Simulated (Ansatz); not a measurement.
**Two runs on VSe₂**

System: VSe₂, charge +1.
Method of the first run: RKS PBE-D4/def2-TZVP (Ansatz 0.2.0).

The geometry: PBE-D4/def2-TZVP start. Text and figures count atoms from 1; the logs count them from 0 in places.

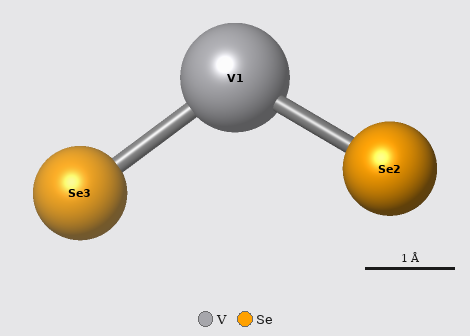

Figure 1. The structure as given in the input (ball-and-stick view, seen at a tilt; atoms are numbered from 1 in the order of the input). Sticks mark near contacts. Bond lengths as drawn: Se–V 2.18 Å.

### Input file, the first run
```yaml
crystal:
  periodic: [false, false, false]
  atoms:
    - {symbol: V, position_ang: [0.288087, 0.489635, 0.596282]}
    - {symbol: Se, position_ang: [1.505988, -0.371373, -0.991407]}
    - {symbol: Se, position_ang: [-1.794065, -0.118272, 0.395124]}
basis:
  gaussian: {orbitals: def2-TZVP}
total_charge: 1
hamiltonian: {xc: pbe, dispersion: d4}
scf: {lower_state_search: "off"}
output: {orbitals: {seedname: orbitals}}
relax: {f_tol: 0.02, max_steps: 100}
```

Launched with:
```bash
ansatz run in.yaml --threads 2 --pin off --events-out ev --progress --plain --max-ram 4352MiB
```

Hardware: 2 threads of AMD EPYC, 63 GiB of memory available, shared host.

### Output, shortened to warnings, some set-up lines, iterations and results (the first run)
```
[...]
mean field evaluation 1: about -156152.3110 eV, gradient 3.8e2 eV
mean field evaluation 2: about -154608.3133 eV, gradient 3.9e2 eV
mean field evaluation 4: about -155222.9040 eV, gradient 7.8e2 eV
mean field evaluation 8: about -156351.5264 eV, gradient 6.7e-1 eV
mean field evaluation 16: about -156354.7453 eV, gradient 1.6e-1 eV
relax step   1: F+E_penalty+E_count = -156354.85132044 eV  Δ(F+E_penalty+E_count) = +0.000e0 eV  max|allowed force component| = 7.007e-1 eV/Å  Δτ_max = 0.0000 Å  (77 SCF …
relax step   2: F+E_penalty+E_count = -156354.87960162 eV  Δ(F+E_penalty+E_count) = -2.828e-2 eV  max|allowed force component| = 1.466e-1 eV/Å  Δτ_max = 0.0960 Å  (29 SCF …
mean field evaluation 32: about -156354.8232 eV, gradient 2.5e0 eV
relax step   3: F+E_penalty+E_count = -156354.88663105 eV  Δ(F+E_penalty+E_count) = -7.029e-3 eV  max|allowed force component| = 2.348e-2 eV/Å  Δτ_max = 0.0337 Å  (23 SCF …
relax step   4: F+E_penalty+E_count = -156354.88667393 eV  Δ(F+E_penalty+E_count) = -4.289e-5 eV  max|allowed force component| = 8.342e-4 eV/Å  Δτ_max = 0.0023 Å  (15 SCF …
Total energy: -156354.88671057 eV, -5745.9361054648 hartree
Atom 0 at     0.295728     0.502622     0.612097 Å, force     0.000403     0.000685     0.000834 eV/Å
Atom 1 at     1.443202    -0.373344    -0.974540 Å, force    -0.000310    -0.000334    -0.000371 eV/Å
Atom 2 at    -1.738919    -0.129288     0.362442 Å, force    -0.000093    -0.000351    -0.000463 eV/Å
Dipole moment:     0.313295     0.532488     0.648465 e Å
Checks for a lower state left out: stability, starts, cluster_reference, orbital_swaps, neighbouring_geometries, increment
```

The input of the second run differs as follows (lines with − go, lines with + come):
```diff
-total_charge: 1
+magnetization: {spin_polarized: true, initial_magnetization: 3}
```

How does the second run compare with the first run?

The total energies belong to different systems, so their difference says nothing on which is more stable or more accurate. The HOMO goes from −11.21 to −4.71 eV. The LUMO goes from −10.78 to −5.13 eV. On the same kind of shared host the second run took about 3.7 times as long.

### Output, shortened to warnings, some set-up lines, iterations and results (the second run)
```
[...]
mean field evaluation 1: about -156280.9147 eV, gradient 1.8e2 eV
mean field evaluation 2: about -155544.7948 eV, gradient 3.8e2 eV
mean field evaluation 4: about -156076.5255 eV, gradient 3.1e2 eV
mean field evaluation 8: about -156318.0753 eV, gradient 9.1e1 eV
mean field evaluation 16: about -156361.7671 eV, gradient 3.5e-3 eV
relax step   1: F+E_penalty+E_count = -156361.87674119 eV  Δ(F+E_penalty+E_count) = +0.000e0 eV  max|allowed force component| = 1.275e0 eV/Å  Δτ_max = 0.0000 Å  (52 SCF …
mean field evaluation 32: about -156362.0028 eV, gradient 1.7e-1 eV
relax step   2: F+E_penalty+E_count = -156362.11424233 eV  Δ(F+E_penalty+E_count) = -2.375e-1 eV  max|allowed force component| = 2.532e-1 eV/Å  Δτ_max = 0.1202 Å  (89 SCF …
relax step   3: F+E_penalty+E_count = -156362.13491622 eV  Δ(F+E_penalty+E_count) = -2.067e-2 eV  max|allowed force component| = 3.139e-1 eV/Å  Δτ_max = 0.1622 Å  (31 SCF …
relax step   4: F+E_penalty+E_count = -156362.14301741 eV  Δ(F+E_penalty+E_count) = -8.101e-3 eV  max|allowed force component| = 1.360e-2 eV/Å  Δτ_max = 0.0341 Å  (25 SCF …
Total energy: -156362.14305447 eV, -5746.2027711845 hartree
Atom 0 at     0.358435     0.609201     0.741889 Å, force     0.000608     0.001034     0.001259 eV/Å
Atom 1 at     1.311528    -0.418939    -0.997286 Å, force     0.012992    -0.001537    -0.006216 eV/Å
Atom 2 at    -1.669953    -0.190272     0.255396 Å, force    -0.013600     0.000503     0.004957 eV/Å
Dipole moment:     0.266645     0.453199     0.551907 e Å
Checks for a lower state left out: stability, starts, cluster_reference, orbital_swaps, neighbouring_geometries, increment
```

### The two runs side by side

| quantity | the first run | the second run |
| --- | --- | --- |
| outcome | converged | converged |
| total energy (hartree) | −5745.936105 | −5746.202771 |
| HOMO (eV) | −11.21 | −4.71 |
| LUMO (eV) | −10.78 | −5.13 |
| largest force (eV/Å) | 0.001 | 0.014 |
| basis functions | 141 | 141 |
| dipole moment (D) | – | 3.66 |
| ⟨S²⟩ | – | 3.800 |
| wall time (shared host) | 10 s | 37 s |
